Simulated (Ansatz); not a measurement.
# AlH3 (SMILES [H][Al]([H])[H]) at CCSD(T)/3-21G

Aim: the vertical electron affinity of AlH3 at CCSD(T)/3-21G, from 2 runs. 

Program for the calculation: Ansatz 0.2.0.

61 further runs of the same task are left out: 2 that didn't finish, 59 set aside as unsound or not needed.

### 1 The structure to begin with

AlH3: 4 atoms, total charge 0, spin state singlet. SMILES: `[H][Al]([H])[H]`. The shape comes from GFN2-xTB, which is rough for such elements, and wasn't checked as a minimum.

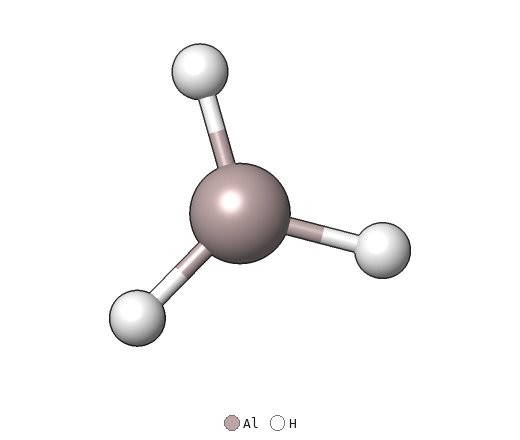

The structure, seen from a chosen angle (aluminium light grey, hydrogen white).

### 2 A single-point energy at CCSD(T)/3-21G

Contents of job.yaml:

```yaml
crystal:
  periodic: [false, false, false]
  atoms:
    - {symbol: Al, position_ang: [-0.000010, -0.000020, 0.000020]}
    - {symbol: H, position_ang: [1.552650, -0.030520, 0.014610]}
    - {symbol: H, position_ang: [-0.749810, 1.359840, -0.019120]}
    - {symbol: H, position_ang: [-0.802830, -1.329300, 0.004480]}
basis:
  gaussian:
    orbitals: 3-21G.json
correlation:
  method: ccsd_t
  frozen_orbitals: {Al: 5, H: 0}
accuracy: high
scf:
  omitted_lower_state_checks: [cluster_reference, increment]
```

The basis set 3-21G is read from a file made from the Basis Set Exchange's data (not shown).

Run with:

```bash
$ ansatz run job.yaml --threads 1 --pin off --max-ram 2610MiB --events-out events.jsonl --progress --plain --runs-dir runs
```

What it wrote (excerpt; [...] marks lines left out):

```text
Warning: RAYON_NUM_THREADS=1 ignored (pool sized by the plan → 1); use --threads N
Functional definition: HF
  name "HF"
[...]
374 factors; integrals over basis functions are off by at most 2.8e-9 eV
[...]
mean field -6592.83624219 eV, -242.2822631156 hartree, gradient 6.1e-8 eV, S^2 0.000000; 0 other end points of the search recorded, 0 dependent functions left out
5 core orbitals not correlated: weight in the atoms' cores, before any rotation towards them, 1.000 or more for the frozen orbitals, at most 0.000 for the correlated occupied ones
reference -6592.83624219 eV, -242.2822631156 hartree; 3, 3 occupied and 11, 11 virtual orbitals, 374 factors
second order -1.12583727 eV of doubles, -0.00000000 eV of singles
cycle   1  -1.42393741 eV  change   -3.0e-1 eV  update   4.6e-2
[...]
cycle  17  -1.57750496 eV  change  -7.9e-11 eV  update  3.7e-10
perturbative correction -0.01611261 eV, -0.0005921275 hartree
Total energy: -6594.42985976 eV, -242.3408274813 hartree
Checks for a lower state left out: cluster_reference, increment
```

It took 0.1 s on 1 thread of Arm Neoverse V2, shared host.

### 3 The doublet anion at the same level

Contents of in.yaml:

```yaml
crystal:
  periodic: [false, false, false]
  atoms:
    - symbol: Al
      position_ang: [-0.000010, -0.000020, 0.000020]
    - symbol: H
      position_ang: [1.552650, -0.030520, 0.014610]
    - symbol: H
      position_ang: [-0.749810, 1.359840, -0.019120]
    - symbol: H
      position_ang: [-0.802830, -1.329300, 0.004480]
basis:
  gaussian:
    orbitals: 3-21G.json
total_charge: -1
magnetization:
  spin_polarized: true
  initial_magnetization: 1
correlation:
  method: ccsd_t
  frozen_orbitals: {Al: 5, H: 0}
accuracy: high
scf:
  omitted_lower_state_checks: [cluster_reference, increment]
```

The basis set 3-21G is read from a file made from the Basis Set Exchange's data (not shown).

Run with:

```bash
$ ansatz run in.yaml --threads 1 --pin off --max-ram 2610MiB --events-out events.jsonl --progress --plain --runs-dir runs
```

What it wrote (excerpt; [...] marks lines left out):

```text
Warning: RAYON_NUM_THREADS=1 ignored (pool sized by the plan → 1); use --threads N
Functional definition: HF
  name "HF"
[...]
374 factors; integrals over basis functions are off by at most 2.8e-9 eV
[...]
mean field -6592.22819680 eV, -242.2599178597 hartree, gradient 3.9e-8 eV, S^2 0.764801; 0 other end points of the search recorded, 0 dependent functions left out
5 core orbitals not correlated: weight in the atoms' cores, before any rotation towards them, 1.000 or more for the frozen orbitals, at most 0.000 for the correlated occupied ones
reference -6592.22819680 eV, -242.2599178597 hartree; 4, 3 occupied and 10, 11 virtual orbitals, 374 factors
second order -1.19268291 eV of doubles, -0.00000000 eV of singles
cycle   1  -1.51518702 eV  change   -3.2e-1 eV  update   5.1e-2
[...]
cycle  18  -1.69679627 eV  change  -4.3e-10 eV  update  3.4e-10
perturbative correction -0.01943735 eV, -0.0007143095 hartree
Total energy: -6593.94443043 eV, -242.3229882822 hartree
Checks for a lower state left out: cluster_reference, increment
```

Run time: 0.16 s. Hardware: 1 thread of Arm Neoverse V2, shared host.

### 4 What came out

Level: CCSD(T)/3-21G, 5 core orbitals frozen.

```
                                                  quantity          value
                                singlet AlH3: total energy  -242.34083 Eh
 singlet AlH3: correlation energy (5 core orbitals frozen)      -58.6 mEh
                              singlet AlH3: (T) correction      -0.59 mEh
                               singlet AlH3: T1 diagnostic          0.010
                               doublet anion: total energy  -242.32299 Eh
doublet anion: correlation energy (5 core orbitals frozen)      -63.1 mEh
                             doublet anion: (T) correction      -0.71 mEh
          doublet anion: ⟨S²⟩ of the reference determinant          0.765
                              doublet anion: T1 diagnostic          0.012
         vertical electron affinity (to the doublet anion)      -0.485 eV
```

The anion lies 0.49 eV (46.8 kJ/mol) above the neutral: the electron isn't bound at this level, and such a value depends on the basis. Without diffuse functions anions come out too high. The triples (singlet AlH3) make up 1.0 % of the correlation energy. The triples (doublet anion) make up 1.1 % of the correlation energy.
